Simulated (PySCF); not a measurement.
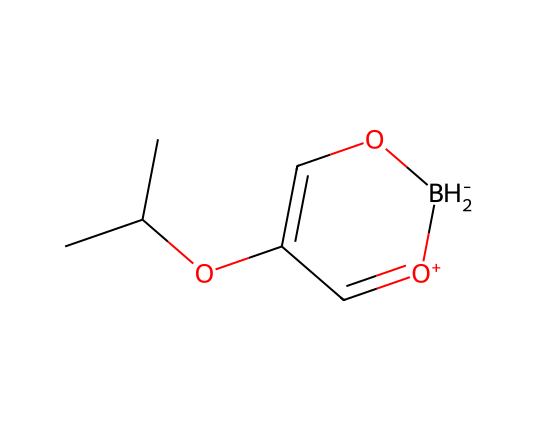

Skeletal drawing of a molecule.

Give its SMILES.

Answer. CC(C)OC1=CO[BH2-][O+]=C1

What is the molecular formula?

Answer. C6H11BO3.

An optimisation with PBE0-D3(BJ)/def2-SVP gave a structure of which point group?

Answer. C1. Other conformers may differ.

The parts below concern this one geometry. Atoms keep their numbers from picture to picture. The geometry was computed by an optimisation with PBE0-D3(BJ)/def2-SVP. No frequency run is at hand to confirm it as a minimum.

### Geometry

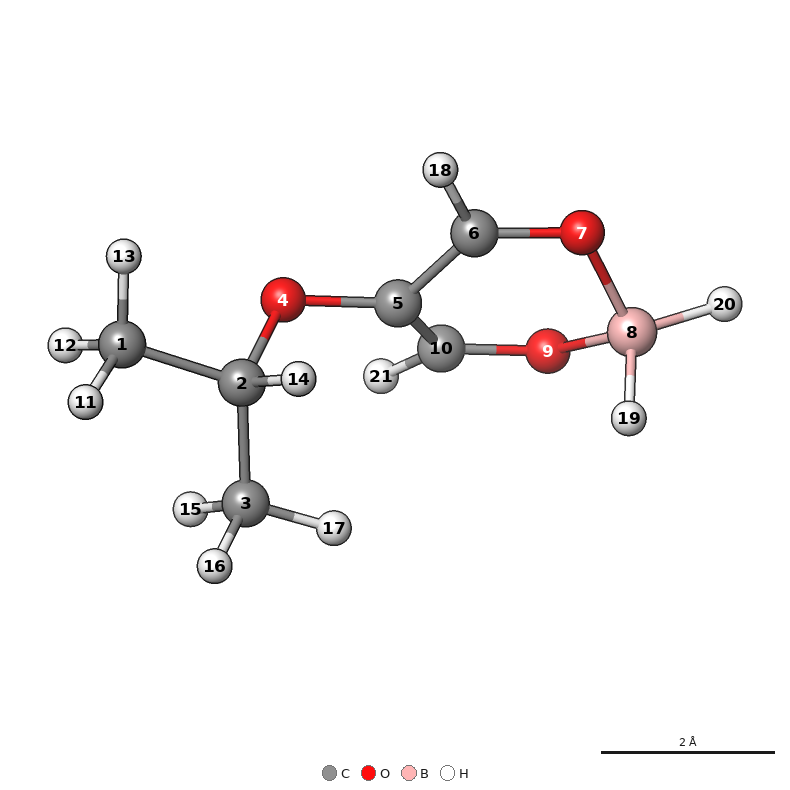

The atoms are numbered. No frequency run is at hand to confirm it as a minimum.

What are the angles C1–C2–C3, C1–C2–O4, C2–C1–H12, C2–C1–H13, C2–O4–C5, C3–C2–O4, O4–C2–H14, C5–C6–H18, C5–C10–O9, C6–O7–B8, O7–C6–H18, O9–C10–H21?

```json
{"angle": "C1–C2–C3", "degrees": "113.3"}
{"angle": "C1–C2–O4", "degrees": "106.2"}
{"angle": "C2–C1–H12", "degrees": "110.2"}
{"angle": "C2–C1–H13", "degrees": "110.5"}
{"angle": "C2–O4–C5", "degrees": "115.4"}
{"angle": "C3–C2–O4", "degrees": "111.1"}
{"angle": "O4–C2–H14", "degrees": "107.8"}
{"angle": "C5–C6–H18", "degrees": "119.4"}
{"angle": "C5–C10–O9", "degrees": "123.1"}
{"angle": "C6–O7–B8", "degrees": "117.1"}
{"angle": "O7–C6–H18", "degrees": "117.2"}
{"angle": "O9–C10–H21", "degrees": "117.2"}
```

### Electronic properties

No frequency run is at hand to confirm it as a minimum. Properties computed with PBE0/pcSseg-1 in chloroform (IEF-PCM) (PySCF 2.14.0).

Estimate the dipole moment.

Answer. 5.43 D.

What is the HOMO–LUMO gap?

Answer. 4.75 eV.

Estimate the HOMO energy (Kohn–Sham orbital).

Answer. −7.06 eV.

### NMR shielding

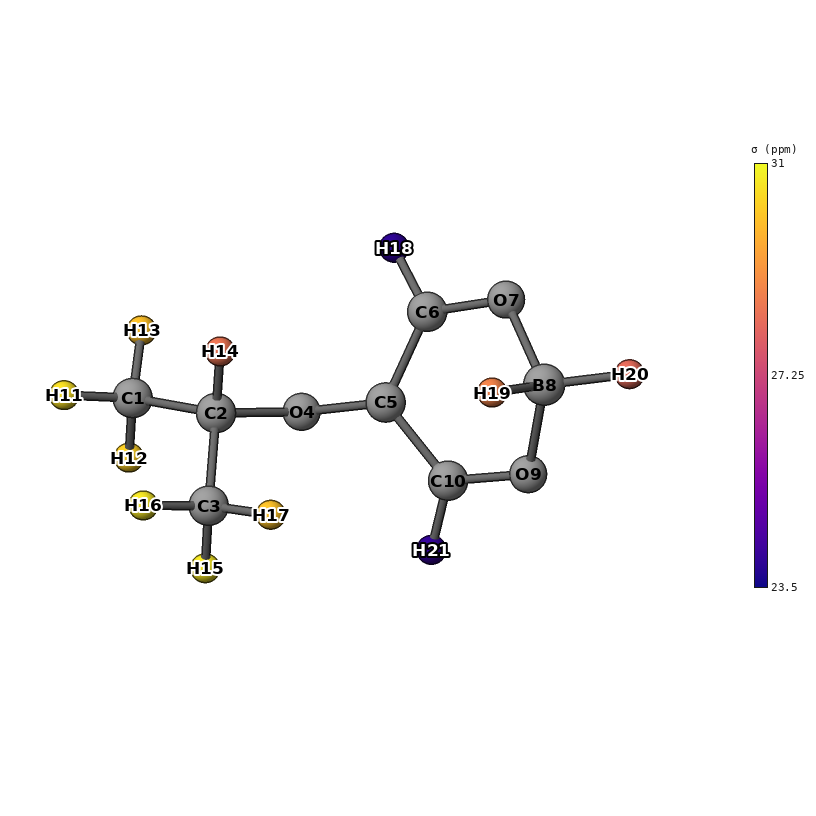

Atoms are coloured by their isotropic NMR shieldings (H only, the others grey). No frequency run is at hand to confirm it as a minimum. Properties computed with GIAO WP04/pcSseg-1 NMR shielding, non-relativistic, gas phase (PySCF 2.14.0).

List the isotropic NMR shieldings of the H atoms.

```json
{"atom": "H11", "σ (ppm)": "30.55"}
{"atom": "H12", "σ (ppm)": "30.25"}
{"atom": "H13", "σ (ppm)": "29.98"}
{"atom": "H14", "σ (ppm)": "28.44"}
{"atom": "H15", "σ (ppm)": "30.70"}
{"atom": "H16", "σ (ppm)": "30.70"}
{"atom": "H17", "σ (ppm)": "30.01"}
{"atom": "H18", "σ (ppm)": "23.95"}
{"atom": "H19", "σ (ppm)": "28.77"}
{"atom": "H20", "σ (ppm)": "28.21"}
{"atom": "H21", "σ (ppm)": "24.04"}
```

### Excitation

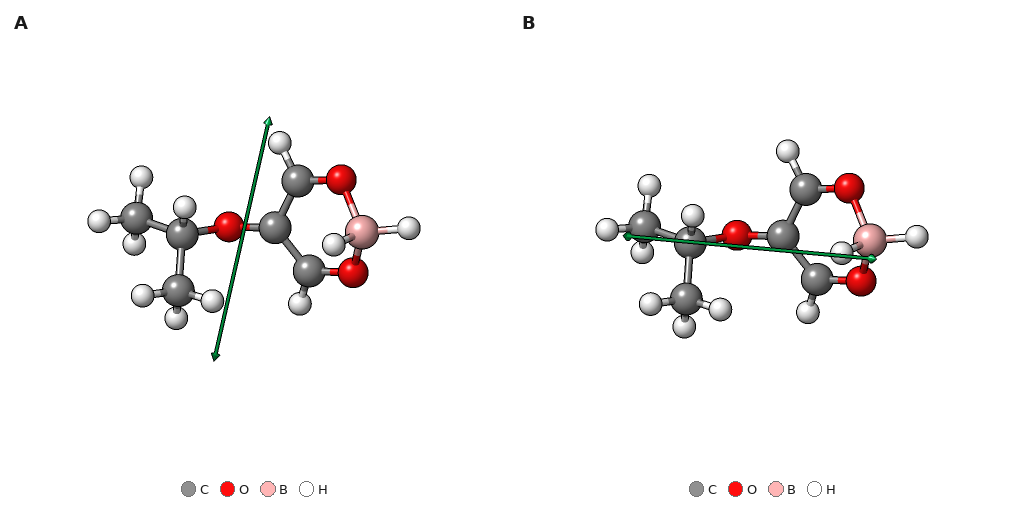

The double arrows show the directions of two transition dipoles from the ground state (lengths mean nothing). No frequency run is at hand to confirm it as a minimum. Level of theory: TDDFT CAM-B3LYP/def2-SVPD, vertical, gas phase, core orbitals frozen in the response (PySCF 2.14.0).

One belongs to singlet state 5 and one to singlet state 8. Which is which?

Answer. A: state 5, 6.73 eV (184 nm), oscillator strength 0.016, mainly HOMO−5 → LUMO (weight 0.72).
B: state 8, 7.13 eV (174 nm), oscillator strength 0.076, mainly HOMO → LUMO+4 (weight 0.56).
